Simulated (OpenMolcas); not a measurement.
# One shape, several levels: AlO (SMILES [O]=[Al])

We compute a comparison of 6 runs (UHF/STO-3G, U-r2SCAN/STO-3G, UB3LYP/STO-3G, UM06-2X/STO-3G, UPBE/STO-3G, UPBE0/STO-3G) of AlO. 

The results are computed with OpenMolcas 26.06.

3 further runs of the same task are left out: 3 set aside as unsound or not needed.

### Step 1. The structure to begin with

AlO has 2 atoms, charge 0, and is taken as a doublet. SMILES: `[O]=[Al]`. The O1–Al2 distance was set to 1.963 Å, away from the relaxed value.

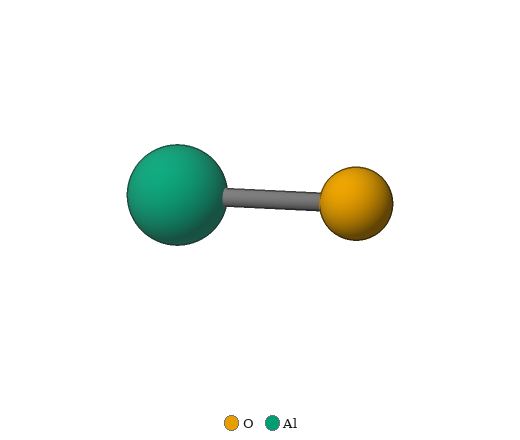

Viewed from a chosen angle; oxygen amber, aluminium teal.

### Step 2. A single-point energy at UHF/STO-3G (run 1)

File step1.inp:

```
&GATEWAY
 BasLib=$CurrDir
 Coord
 2
 angstrom
 O        0.000000       0.000000      -0.392550
 Al       0.000000       0.000000       1.570050
 Basis=STO-3G
 Group=NoSym

&SEWARD

&SCF
 UHF
 Spin=2
 Scramble=0.25
 PrOrbitals=1 1
```

The basis set STO-3G is read from a file made from the Basis Set Exchange's data (not shown).

Run with:

```
export MOLCAS_MEM=1860
pymolcas step1.inp > step1.log
```

The program printed:

```text
--- Start Module: gateway ---
[...]
--- Stop Module: gateway /rc=_RC_ALL_IS_WELL_ ---
--- Start Module: seward ---
[...]
      Basis functions           14
--- Stop Module: seward /rc=_RC_ALL_IS_WELL_ ---
--- Start Module: scf ---
[...]
       Convergence after  21 Iterations
[...]
::    Total SCF energy                               -312.7828517954
[...]
      Total spin, S                                     0.5064792660
[...]
      Total electronic charge=   21.000000
      Total            charge=   -0.000000
[...]
      Dipole Moment (debye):
      Origin of the operator (angstrom)=    0.0000    0.0000    0.8396
                   X= -6.0985E-06               Y= -1.4404E-06               Z=  2.6084E+00           Total=  2.6084E+00
      Quadrupole Moment (debye*angstrom):
[...]
--- Stop Module: scf /rc=_RC_ALL_IS_WELL_ ---
[...]
```

It took 1.8 s on 1 thread of Arm Neoverse V1, shared host; peak memory 0.37 GiB.

### Step 3. The energy at U-r2SCAN/STO-3G (run 2)

File mol.inp:

```
* AlO Kohn-Sham DFT

&gateway
  baslib=$CurrDir
  coord
  2
  angstrom
  O        0.000000       0.000000      -0.392550
  Al       0.000000       0.000000       1.570050
  basis=STO-3G
  group=NoSym

&seward
  gridinput
  Grid=UltraFine
  End of Grid

&scf
  uhf
  spin=2
  ksdft=2
  1.0 MGGA_X_R2SCAN
  1.0 MGGA_C_R2SCAN
  thresholds=1e-10 1e-07 1e-07 1e-05
  prorbitals=1 1
```

The basis set STO-3G is read from a file made from the Basis Set Exchange's data (not shown).

Run with:

```
export MOLCAS_MEM=1860
pymolcas mol.inp > mol.log
```

The program printed:

```text
--- Start Module: gateway ---
[...]
--- Stop Module: gateway /rc=_RC_ALL_IS_WELL_ ---
--- Start Module: seward ---
[...]
      Basis functions           14
--- Stop Module: seward /rc=_RC_ALL_IS_WELL_ ---
--- Start Module: scf ---
[...]
       Convergence after  15 Iterations
[...]
::    Total KS-DFT energy                            -313.5078094125
[...]
      Total spin, S                                     0.5038753029
[...]
      Total electronic charge=   21.000000
      Total            charge=   -0.000000
[...]
      Dipole Moment (debye):
      Origin of the operator (angstrom)=    0.0000    0.0000    0.8396
                   X= -5.0531E-17               Y= -1.7331E-15               Z=  1.7828E+00           Total=  1.7828E+00
      Quadrupole Moment (debye*angstrom):
[...]
--- Stop Module: scf /rc=_RC_ALL_IS_WELL_ ---
[...]
```

Wall time 4.8 s (1 thread of Arm Neoverse V1, shared host); peak memory 0.37 GiB.

### Step 4. The energy at UB3LYP/STO-3G (run 3)

File mol.input:

```
* AlO Kohn-Sham DFT
>>> EXPORT MOLCAS_PRINT=2

&GATEWAY
 BASLIB = $CurrDir
 COORD
 2
 angstrom
 O        0.000000       0.000000      -0.392550
 Al       0.000000       0.000000       1.570050
 BASIS = STO-3G
 GROUP = NoSym

&SEWARD
 GRIDINPUT
 Grid=UltraFine
 End of Grid

&SCF
 UHF
 SPIN = 2
 KSDFT = B3LYP
 THRESHOLDS = 1e-10 1e-07 1e-07 1e-05
 PRORBITALS = 1 1
```

The basis set STO-3G is read from a file made from the Basis Set Exchange's data (not shown).

Run with:

```
export MOLCAS_MEM=1860
pymolcas mol.input > mol.log
```

The program printed:

```text
--- Start Module: gateway ---
[...]
--- Stop Module: gateway /rc=_RC_ALL_IS_WELL_ ---
--- Start Module: seward ---
[...]
      Basis functions           14
--- Stop Module: seward /rc=_RC_ALL_IS_WELL_ ---
--- Start Module: scf ---
[...]
       Convergence after  14 Iterations
[...]
::    Total KS-DFT energy                            -313.5641952299
[...]
      Total spin, S                                     0.5028494850
[...]
      Total electronic charge=   21.000000
      Total            charge=   -0.000000
[...]
      Dipole Moment (debye):
      Origin of the operator (angstrom)=    0.0000    0.0000    0.8396
                   X=  1.0376E-15               Y=  5.0997E-16               Z=  1.9086E+00           Total=  1.9086E+00
      Quadrupole Moment (debye*angstrom):
[...]
--- Stop Module: scf /rc=_RC_ALL_IS_WELL_ ---
[...]
```

Run time: 4.2 s. Hardware: 1 thread of Arm Neoverse V1, shared host; peak memory 0.37 GiB.

Runs 4 to 5 aren't shown in full; the table further down has their settings and results.

### Step 5. The energy at UPBE0/STO-3G (run 6)

File mol.inp:

```
* AlO Kohn-Sham DFT
>>> EXPORT MOLCAS_PRINT=2
&GATEWAY
BasLib=$CurrDir
Coord
2
angstrom
O        0.000000       0.000000      -0.392550
Al       0.000000       0.000000       1.570050
Basis=STO-3G
Group=NoSym
&SEWARD
GridInput
Grid=UltraFine
End of Grid
&SCF
UHF
Spin=2
KSDFT=PBE0
Thresholds=1e-10 1e-07 1e-07 1e-05
PrOrbitals=1 1
```

The basis set STO-3G is read from a file made from the Basis Set Exchange's data (not shown).

Run with:

```
export MOLCAS_MEM=1860
pymolcas mol.inp > mol.log
```

The program printed:

```text
--- Start Module: gateway ---
[...]
--- Stop Module: gateway /rc=_RC_ALL_IS_WELL_ ---
--- Start Module: seward ---
[...]
      Basis functions           14
--- Stop Module: seward /rc=_RC_ALL_IS_WELL_ ---
--- Start Module: scf ---
[...]
       Convergence after  13 Iterations
[...]
::    Total KS-DFT energy                            -313.3808224310
[...]
      Total spin, S                                     0.5029636908
[...]
      Total electronic charge=   21.000000
      Total            charge=   -0.000000
[...]
      Dipole Moment (debye):
      Origin of the operator (angstrom)=    0.0000    0.0000    0.8396
                   X= -1.0577E-15               Y=  1.3302E-15               Z=  1.9408E+00           Total=  1.9408E+00
      Quadrupole Moment (debye*angstrom):
[...]
--- Stop Module: scf /rc=_RC_ALL_IS_WELL_ ---
[...]
```

It took 3.6 s on 1 thread of Arm Neoverse V1, shared host; peak memory 0.37 GiB.

### Step 6. The series

```tsv
run	level	scramble	integration grid	energy (Eh)	dipole moment (D)	HOMO energy (eV)	LUMO energy (eV)	wall time
1	UHF/STO-3G	0.25	–	-312.782852	2.61	-3.63	8.95	1.8 s
2	U-r2SCAN/STO-3G	–	UltraFine	-313.507809	1.78	0.05	1.90	4.8 s
3	UB3LYP/STO-3G	–	UltraFine	-313.564195	1.91	-0.91	2.78	4.2 s
4	UM06-2X/STO-3G	–	UltraFine	-313.570704	2.16	-2.24	4.99	4.5 s
5	UPBE/STO-3G	–	UltraFine	-313.335074	1.61	0.29	0.96	3.9 s
6	UPBE0/STO-3G	–	UltraFine	-313.380822	1.94	-1.15	3.31	3.6 s
```

### Step 7. Results

```
                                 quantity          value
                      run 6: total energy  -313.38082 Eh
                     run 6: dipole moment         1.94 D
run 6: HOMO energy (highest over α and β)       -1.15 eV
 run 6: LUMO energy (lowest over α and β)        3.31 eV
                              run 6: ⟨S²⟩          0.756
```

In words: The dipole moment (its size) runs from 1.61 D (UPBE/STO-3G) to 2.61 D (UHF/STO-3G). Totals of different functionals can't be ranked against each other. In runs 1, 2, 3, 4, 5, 6 the basis is minimal, so the values are rough. All runs together took 23 s, the longest 4.8 s.
